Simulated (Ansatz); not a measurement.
Cl₃H₂O₂Ta···HBr

The calculation's input:

```
crystal:
  periodic: [false, false, false]
  atoms:
    - { symbol: Ta, position_ang: [0.0, 0.0, 0.0] }
    - { symbol: O, position_ang: [2.37, 0.0, 0.0] }
    - { symbol: H, position_ang: [2.7071, -0.5308, 0.7903] }
    - { symbol: Cl, position_ang: [0.0, 0.0, 2.47] }
    - { symbol: Cl, position_ang: [0.0, 0.0, -2.47] }
    - { symbol: O, position_ang: [-1.01, 1.7493, 0.0] }
    - { symbol: H, position_ang: [-1.4859, 1.8638, 0.8834] }
    - { symbol: Cl, position_ang: [-1.235, -2.139, 0.0] }
    - { symbol: Br, position_ang: [0.9302, -2.4365, -1.3787] }
    - { symbol: H, position_ang: [2.1856, -1.1659, -0.6598] }
basis:
  gaussian: { orbitals: def2-SVP }
hamiltonian:
  xc: pbe
relax:
  f_tol: 0.15
  max_steps: 25
  restrain:
    - { distance: [0, 8], at: 3.85, k: 30.0 }
    - { distance: [9, 1], at: 2.21, k: 30.0 }
    - { distance: [0, 1], at: 2.02, k: 30.0 }
    - { distance: [9, 8], at: 1.55, k: 30.0 }
output:
  orbitals: {}
```

Launched as:

```sh
ansatz run input.yaml --threads 4 --pin off --max-ram 5120MiB --backend cpu --events-out ev --progress --plain --runs-dir out
```

The fields are those of the run's last geometry, not of the input's.

Core potentials replace the inner electrons of Ta; not at a stationary point (largest force 1.2 eV/Å).

All numbers below come from RKS PBE/def2-SVP (Ansatz).

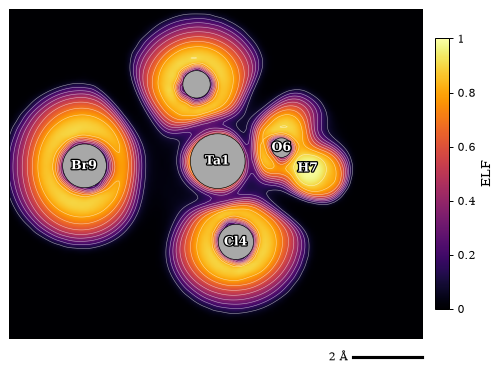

Figure 1. Electron localisation function on the plane of atoms Cl4, Ta1 and O6. Grey discs cover the atomic cores.

What does the map show?

- The plane passes through Ta, Cl, O, H and Br nuclei.
- Ta–O (1.88 Å): the ELF peaks at about 0.85 in the valence shell of O, 0.5 Å from its nucleus, and drops to about 0.25 between the two atoms.
- O–H (0.97 Å): the ELF climbs to about 1 towards the hydrogen, as it does in any bond to H: an ordinary covalent bond to hydrogen.
- Ta–Cl (2.39 Å): the ELF peaks at about 0.85 in the valence shell of Cl, 0.9 Å from its nucleus, and is about 0.35 at the midpoint.
- The ELF also peaks beside Br9, away from the bonds: lone-pair regions.

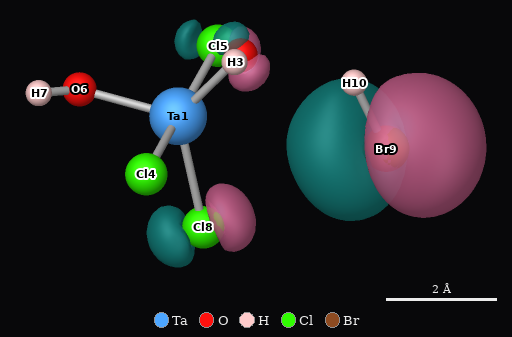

Figure 2. The HOMO at ±0.1 Å⁻³ᐟ² (teal and pink are the two phases), seen from one side.

Where does this orbital lie, and at what energy?

Its weight (Hirshfeld) is mainly on Br9 (about 85 %); largely a lone pair of Br9. Its energy is −7.02 eV.

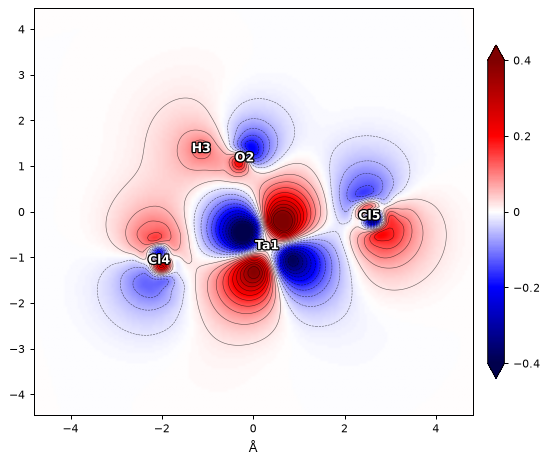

Figure 3. The LUMO on the plane of atoms O2, Ta1 and Cl4 (values in Å⁻³ᐟ²; the overall sign is arbitrary).

What is the character of this orbital?

By Hirshfeld shares it lies mainly on Ta1 (about 65 %), Cl8 (about 10 %), Cl5 (about 10 %) and Cl4 (about 10 %). Its energy is −3.94 eV.
